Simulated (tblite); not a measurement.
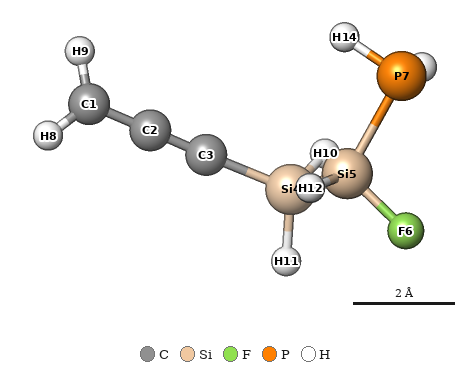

**Figure 1.** The input geometry (ball-and-stick view, seen at a tilt; atoms are numbered from 1 in the order of the input).

## Run report: C3H7FPSi2, frequency calculation

System: C3H7FPSi2, multiplicity 2.
Method: GFN2-xTB harmonic vibrations, gas phase (tblite 0.8.0).

It belongs to a series of runs on one base structure; here: H removed from sp3 C.

## Log
```
mode    cm-1     km/mol
  1       5.6      0.55
  2      45.4      1.40
  3      86.6      3.50
  4      93.7      7.29
  5     104.4      0.88
  6     140.0      3.55
  7     146.9     16.40
  8     161.0     10.26
  9     189.4     11.77
 10     305.2      0.01
 11     365.5      3.50
 12     374.6     29.79
 13     421.2     37.03
 14     495.0      4.25
 15     542.3     23.11
 16     563.9    318.52
 17     594.0     10.28
 18     630.0    167.26
 19     660.8     41.84
 20     689.8     17.86
 21     708.4     21.35
 22     723.7    140.98
 23     772.8     96.43
 24     788.3    346.88
 25     942.1      0.81
 26    1147.6     11.57
 27    1268.6      4.28
 28    1404.2      1.36
 29    2074.0     44.46
 30    2160.2    237.51
 31    2217.9    281.95
 32    2224.1    219.93
 33    2290.2    197.79
 34    2376.1    148.69
 35    3099.9      3.13
 36    3123.7      9.85
```

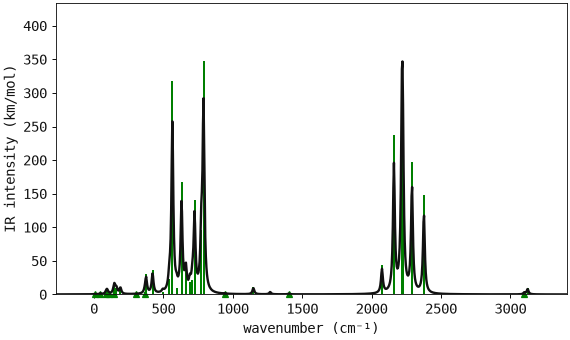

**Figure 2.** Harmonic infrared spectrum, unscaled: sticks (degenerate modes added up, dark ones marked on the axis) with a Lorentzian envelope of 16 cm⁻¹ full width, scaled to the tallest stick. 36 modes from 6 to 3124 cm⁻¹, none imaginary. The strongest line is at 788 cm⁻¹ (347 km/mol).

The run was set up as follows.

## Input file
```
{"job": {"kind": "ir", "xc": "GFN2-xTB", "basis": "xTB"}, "charge": 0, "multiplicity": 2}
C     -3.463904     0.646142     0.592712
C     -2.341196     0.253412    -0.025501
C     -1.319733    -0.108770    -0.619856
Si     0.260647    -0.654037    -1.347668
Si     1.798518    -0.864390     0.404369
F      2.917384    -1.927692    -0.099230
P      2.971489     0.943119     1.031503
H     -4.205607    -0.070965     0.897237
H     -3.649081     1.685847     0.796677
H      0.701339     0.355987    -2.326214
H      0.063604    -1.934542    -2.036437
H      1.336563    -1.501105     1.639271
H      3.087366     1.483587    -0.239145
H      1.841932     1.692933     1.310116
```

The first line tells a small driver script what to run in tblite; the rest is the geometry in Å.

Command:
```bash
OMP_NUM_THREADS=1 python <driver script> task.json out
```

## Results in brief

| quantity | value |
| --- | --- |
| outcome | converged |
| total energy | −561.2184 eV |
| zero-point energy | 48.5160 kcal/mol |
| hardware | 1 CPU thread, shared host |
| wall time | 0.51 s |
| peak memory | 0.18 GiB |
